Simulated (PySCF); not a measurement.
Si(H)(OSiH3)3, SMILES O([SiH3])[SiH](O[SiH3])O[SiH3] at its GFN2-xTB optimised geometry (Å):

```
17

Si     1.1380    -0.1563     0.9180
O      1.0305     1.2239     1.7445
Si     0.2491     1.9941     2.9380
O     -0.1745    -0.3420     0.0000
Si    -1.7958    -0.3420     0.0000
O      1.2619    -1.3939     1.9440
Si     0.4808    -2.2639     3.0671
H      2.3050    -0.1176     0.0764
H      0.5391     3.3962     2.6493
H     -1.1859     1.6998     2.8830
H      0.8157     1.5478     4.2120
H     -2.1076    -1.0398    -1.2446
H     -2.3050    -1.0491     1.1788
H     -2.2521     1.0491     0.0000
H     -0.3198    -1.3872     3.9270
H      1.5786    -2.8993     3.7914
H     -0.3772    -3.2287     2.3770
```

Method: CAM-B3LYP/def2-SVP (PySCF). Cells within 0.4 Å of a nucleus heavier than hydrogen are left out (blank, or x).

Map of the log10 of the electron density (e/bohr³), floored at −4 on the plane z = 0.0 Å:

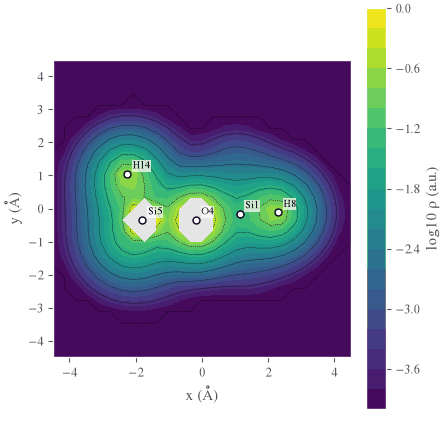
Figure: Log10 of the electron density (e/bohr³), floored at −4 on the plane z = 0.0 Å.
